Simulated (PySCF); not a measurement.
C₃H₈O₂Si

Input file:

```
{"job": {"kind": "nmr", "xc": "PBE0", "basis": "pcSseg-1"}, "charge": 0, "multiplicity": 1}
C     -2.030169     0.131004     0.355633
C     -1.362181    -0.363434    -0.890686
O     -1.950600    -0.770735    -1.859468
C      0.162042    -0.320728    -0.868124
O      0.665372     0.168822     0.330779
Si     2.209607     0.319727     0.810545
H     -1.701428    -0.473082     1.198893
H     -3.110395     0.081657     0.253009
H     -1.712235     1.153596     0.547428
H      0.529431    -1.337015    -1.062790
H      0.491137     0.303946    -1.709555
H      2.868611    -0.987577     0.875748
H      1.970259     0.926252     2.108517
H      2.969871     1.167094    -0.112095
```

Launched as:

```sh
OMP_NUM_THREADS=1 python probes_run.py task.json out
```

Geometry: GFN2-xTB.

Computed with PBE0/pcSseg-1, SCF density, gas phase, non-relativistic (PySCF).

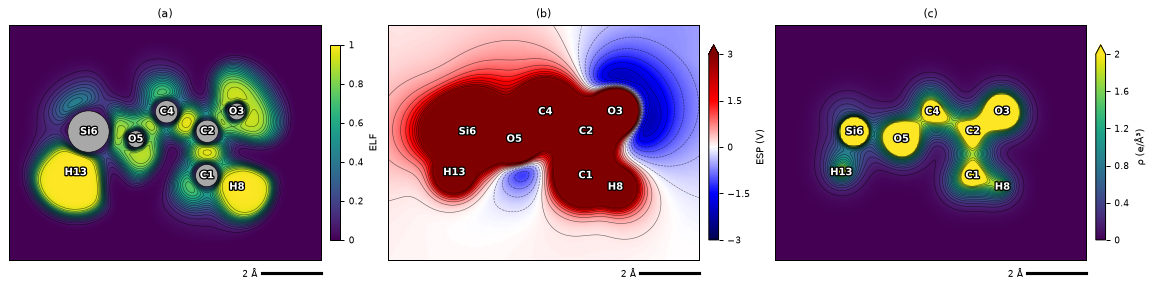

Figure 1. (a) ELF; (b) molecular electrostatic potential; (c) total electron density on the plane of atoms C4, O5 and Si6. Grey discs cover the atomic cores in the ELF map.

Describe what can be read from this map.

Answer.
- The section cuts through C, O, Si and H sites.
- C–O (1.20 Å): ρ is about 3.3 e/Å³ halfway; the ELF peaks at about 0.85 between the atoms; a short, multiple covalent bond.
- C–C (1.50 Å): the density is about 1.8 e/Å³ at the midpoint; the ELF peaks at about 0.95 between the atoms, as expected for a covalent bond.
- Si–O (1.62 Å): the density is about 1.2 e/Å³ at the midpoint; the ELF peaks at about 0.85 between the atoms; a short, strongly polar bond.
- C–H (1.09 Å): the density is about 2 e/Å³ at the midpoint; the ELF climbs to about 1 towards the hydrogen, as it does in any bond to H; an ordinary covalent bond to hydrogen.
- C–O (1.39 Å): ρ at the midpoint is about 2.1 e/Å³, with its minimum of 1.8 e/Å³ about 0.5 Å from C; the ELF peaks at about 0.90 between the atoms, as expected for a polar covalent bond.
- The ELF also peaks beside O5 and O3, away from the bonds: lone-pair regions.
- Outside the dense part of the molecule the potential is most negative (−2.1 V) near O3.

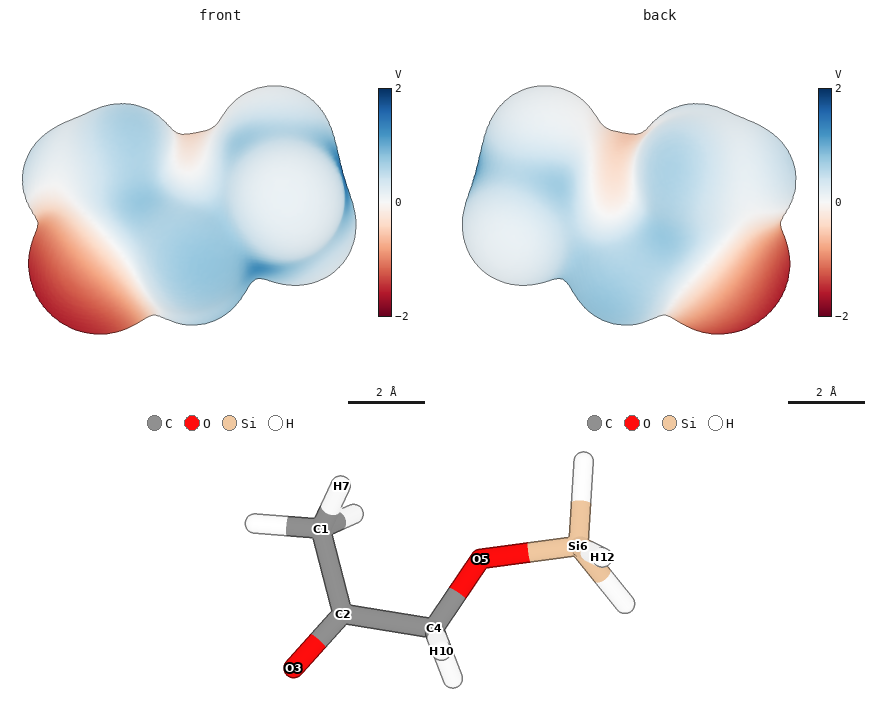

Figure 2. The molecular electrostatic potential painted on the density surface at 0.001 e/bohr³, seen from the front and from behind; the colour scale runs from red (negative) to blue (positive). The bare structure is drawn below in the same view.

Where is the surface potential most negative and most positive?

Answer. The most negative region (about −1.6 V, or −37 kcal/mol for a unit charge) lies over O3, the most positive (about +1.4 V, or +32 kcal/mol for a unit charge) over Si6. O3 is the likeliest acceptor of a hydrogen bond.

How polar is the molecule by this calculation?

Answer. Its dipole moment is 2.63 D.
